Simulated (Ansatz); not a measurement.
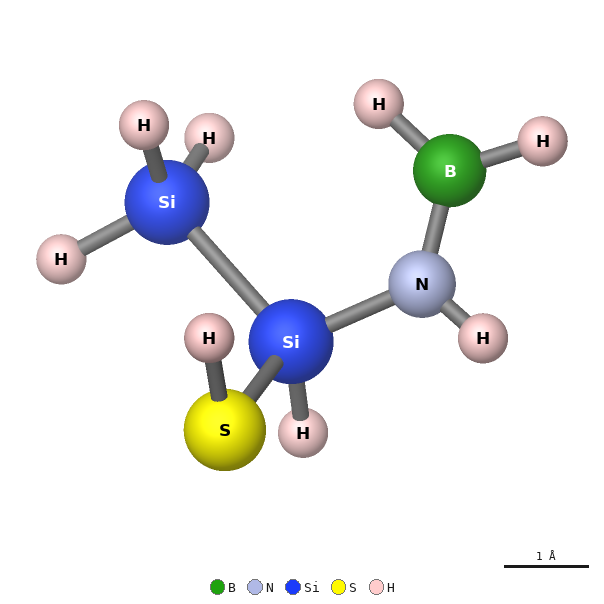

The computed structure is the end point of a PBE0-D4/def2-TZVP optimisation. No frequency run is at hand to confirm it as a minimum.

Which formula does it have?

Answer. BH8NSSi2, 13 atoms: 1 boron, 8 hydrogen, 1 nitrogen, 1 sulfur and 2 silicon.

Give the symmetry (Schoenflies symbol).

Answer. C1.

More results for the same structure follow; atom numbers are the same in all pictures, views and colours differ.

### Shape

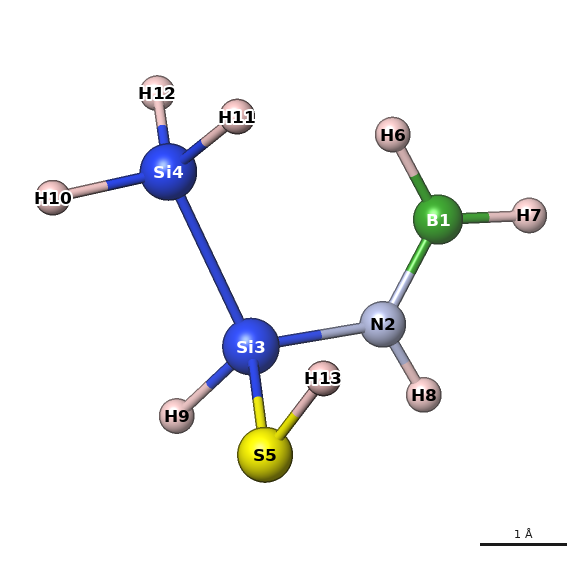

The atoms are numbered. No frequency run is at hand to confirm it as a minimum.

What are the angles B1–N2–Si3, N2–B1–H6, N2–B1–H7, N2–Si3–S5, Si3–N2–H8, Si3–Si4–H10, Si3–Si4–H11, Si3–Si4–H12, Si3–S5–H13, Si4–Si3–S5, Si4–Si3–H9, S5–Si3–H9?

```json
{"angle": "B1–N2–Si3", "degrees": "126.4"}
{"angle": "N2–B1–H6", "degrees": "118.9"}
{"angle": "N2–B1–H7", "degrees": "120.1"}
{"angle": "N2–Si3–S5", "degrees": "112.0"}
{"angle": "Si3–N2–H8", "degrees": "116.4"}
{"angle": "Si3–Si4–H10", "degrees": "106.8"}
{"angle": "Si3–Si4–H11", "degrees": "109.7"}
{"angle": "Si3–Si4–H12", "degrees": "112.7"}
{"angle": "Si3–S5–H13", "degrees": "94.9"}
{"angle": "Si4–Si3–S5", "degrees": "110.4"}
{"angle": "Si4–Si3–H9", "degrees": "112.7"}
{"angle": "S5–Si3–H9", "degrees": "101.7"}
```

### Dipole moment

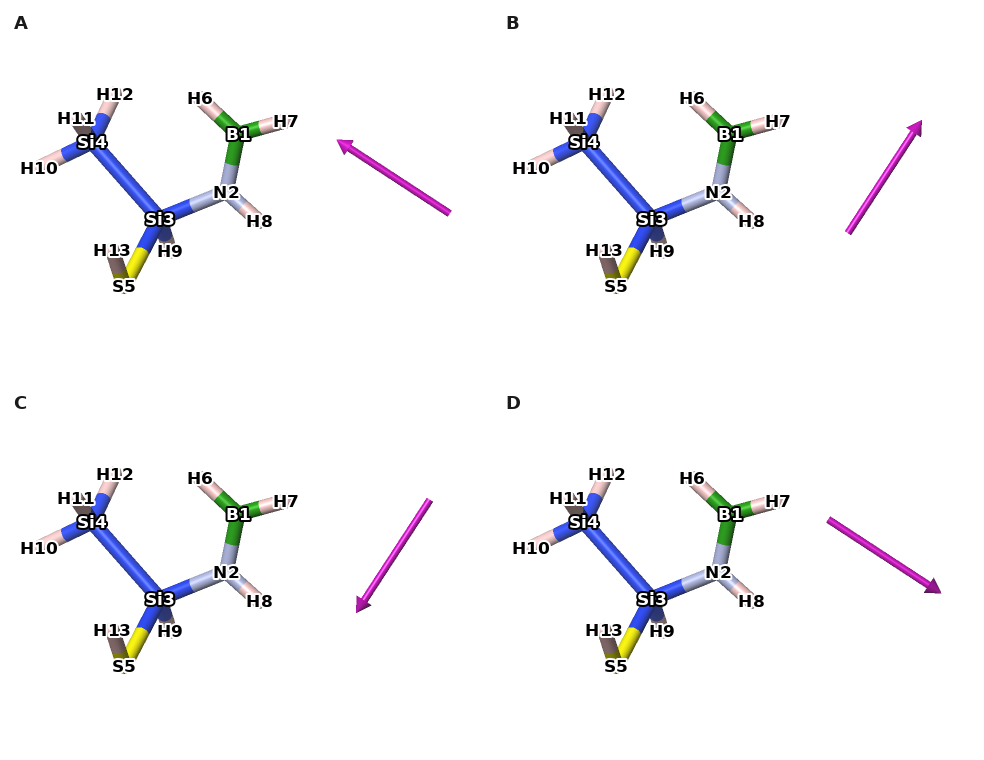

The same molecule four times, each with an arrow. No frequency run is at hand to confirm it as a minimum. Properties computed with RKS PBE-D4/def2-TZVPP (Ansatz 0.2.0).

Which arrow points along the dipole moment, from the negative to the positive end?

Answer. D. The dipole moment is 0.53 D; it points from the side of H10 to the side of H8 (the outermost atoms at the two ends).

### Levels of theory compared

No frequency run is at hand to confirm it as a minimum. Program: Ansatz 0.2.0.

Compare HOMO–LUMO gap (eV), HOMO energy (eV) at these levels: B3LYP-D4/def2-TZVPP; PBE-D4/def2-TZVPP; PBE0-D4/def2-TZVPP; r2SCAN-D4/def2-TZVPP; ωB97M-V/def2-TZVPP; ωB97X-V/def2-TZVPP.

```json
{"level": "B3LYP-D4/def2-TZVPP", "HOMO–LUMO gap (eV)": "6.59", "HOMO energy (eV)": "−7.26"}
{"level": "PBE-D4/def2-TZVPP", "HOMO–LUMO gap (eV)": "4.94", "HOMO energy (eV)": "−6.35"}
{"level": "PBE0-D4/def2-TZVPP", "HOMO–LUMO gap (eV)": "7.05", "HOMO energy (eV)": "−7.51"}
{"level": "r2SCAN-D4/def2-TZVPP", "HOMO–LUMO gap (eV)": "5.54", "HOMO energy (eV)": "−6.61"}
{"level": "ωB97M-V/def2-TZVPP", "HOMO–LUMO gap (eV)": "11.00", "HOMO energy (eV)": "−9.63"}
{"level": "ωB97X-V/def2-TZVPP", "HOMO–LUMO gap (eV)": "11.45", "HOMO energy (eV)": "−9.81"}
```

### Charges

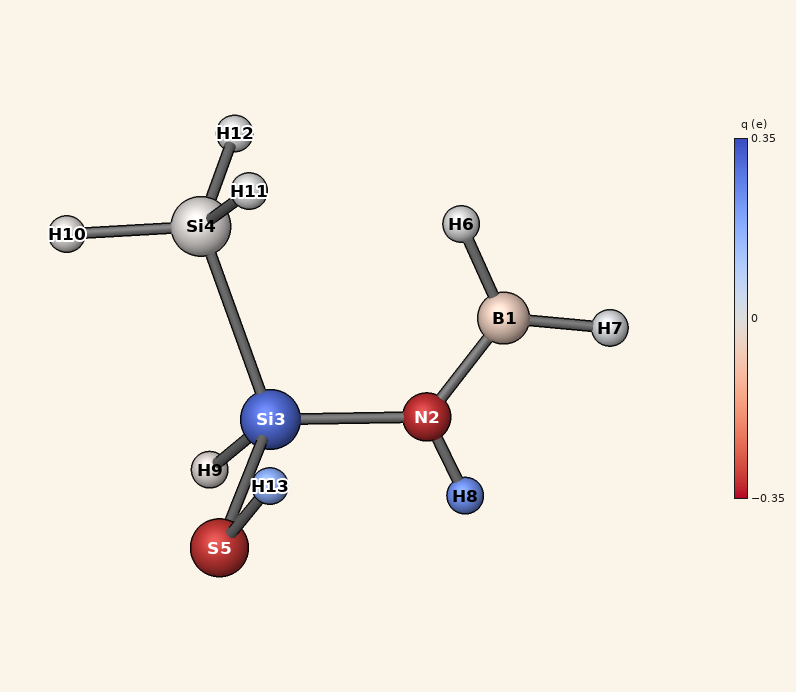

Atoms are coloured by their Mulliken charges. No frequency run is at hand to confirm it as a minimum. Level of theory: RKS PBE0-D4/def2-TZVP (Ansatz 0.2.0).

Which atom carries the highest charge (most positive or least negative)?

Answer. Si3 (0.30 e).

And the lowest?

Answer. N2 (−0.32 e).

Give the Mulliken charges atom by atom.

| atom | value (e) |
| --- | --- |
| B1 | −0.05 |
| N2 | −0.32 |
| Si3 | 0.30 |
| Si4 | −0.01 |
| S5 | −0.31 |
| H6 | 0.00 |
| H7 | 0.01 |
| H8 | 0.23 |
| H9 | −0.01 |
| H10 | −0.01 |
| H11 | 0.00 |
| H12 | 0.00 |
| H13 | 0.17 |

Mulliken values depend strongly on the basis set and can even reverse the polarity of a bond.
